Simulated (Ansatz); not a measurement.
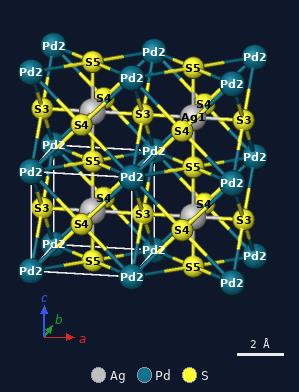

Crystalline AgPdS₃ (built on the cubic perovskite type) (coarse preliminary run), before the relaxation. Style: ball-and-stick. Shown: the cell of the calculation, repeated 2 × 1 × 2 with one cell outlined, slightly off an axis.

Case: cubic perovskite type (Pm-3m, No. 221).

The calculation used DFT PBE, scalar-relativistic, plane waves, PAW in Ansatz.

The input:
```yaml
crystal:
  lattice:
    - [4.5124164363, 0.0, 0.0]
    - [0.0, 4.5124164363, 0.0]
    - [0.0, 0.0, 4.5124164363]
  atoms:
    - { symbol: Ag, position: [0.5, 0.5, 0.5] }
    - { symbol: Pd, position: [0.0, 0.0, 0.0] }
    - { symbol: S, position: [0.0, 0.5, 0.5] }
    - { symbol: S, position: [0.5, 0.0, 0.5] }
    - { symbol: S, position: [0.5, 0.5, 0.0] }
basis:
  ecutwfc: 420
kpoints:
  mp_grid: { grid: [4, 4, 4] }
hamiltonian:
  xc: pbe
scf:
  occupations: { method: gaussian, width: 0.1 }
  lower_state_search: "off"
output:
  forces: true
  stress: true
  eigenvalues: true
relax:
  adjacent_minimum: "off"
  f_tol: 0.04
  max_steps: 70
  cell: { stress_tol: 0.4 }
```

Run as
```bash
ansatz run input.yaml --threads 1 --pin off --max-ram 2560MiB --backend cpu --events-out ev --progress --plain --runs-dir out
```

### What does the optimiser find from here?

No atom moves by more than 0.005 Å relative to the cell. Cell: a = b = c 4.512 → 4.776 Å (+5.8 %). Volume +18.5 %. Near-neighbour distances that change, for instance: Pd2–S3 3.191 → 3.377 Å, Ag1–S3 2.256 → 2.388 Å. The space group stays Pm-3m (No. 221). Over 3 accepted moves (4 points after the start) the energy falls by 0.727 eV per cell of the calculation. All forces vanish by symmetry, so only the cell relaxes. The pressure goes from 16.09 to 0.08 GPa. The SCF was repeated once at an unchanged geometry on a basis and grid sized afresh for the cell, which shifted the energy by 2.9 meV per cell of the calculation at most.

The structure at the end:

```
CELL_PARAMETERS angstrom
4.77552 0.00000 0.00000
0.00000 4.77552 0.00000
0.00000 0.00000 4.77552
ATOMIC_POSITIONS crystal
Ag 0.50000 0.50000 0.50000
Pd 0.00000 0.00000 0.00000
S 0.00000 0.50000 0.50000
S 0.50000 0.00000 0.50000
S 0.50000 0.50000 0.00000
```

After the run, drawn alike:

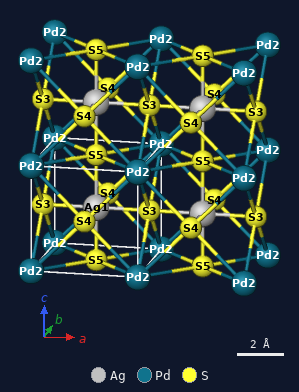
